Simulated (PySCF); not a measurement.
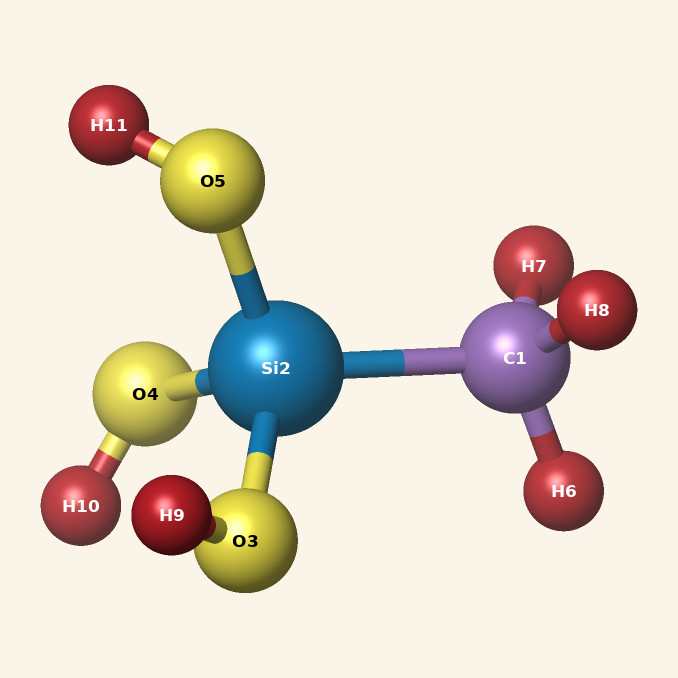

Computed geometry: PBE0-D3(BJ)/def2-SVP optimisation. No frequency run is at hand to confirm it as a minimum. Method: TDDFT B3LYP/def2-SVPD, vertical, gas phase, core orbitals frozen in the response (PySCF 2.14.0), and the same with a continuum solvent (IEF-PCM, Bondi radii x 1.2, gas-phase geometry).

How do dipole (D), HOMO–LUMO gap (eV), lowest singlet (eV) change in chloroform (ε = 4.7), acetonitrile (ε = 35.7)?

```json
{"medium": "gas phase", "dipole (D)": "1.16", "HOMO–LUMO gap (eV)": "8.07", "lowest singlet (eV)": "7.17"}
{"medium": "chloroform", "dipole (D)": "1.41", "HOMO–LUMO gap (eV)": "8.19", "lowest singlet (eV)": "7.27"}
{"medium": "acetonitrile", "dipole (D)": "1.53", "HOMO–LUMO gap (eV)": "8.23", "lowest singlet (eV)": "7.32"}
```
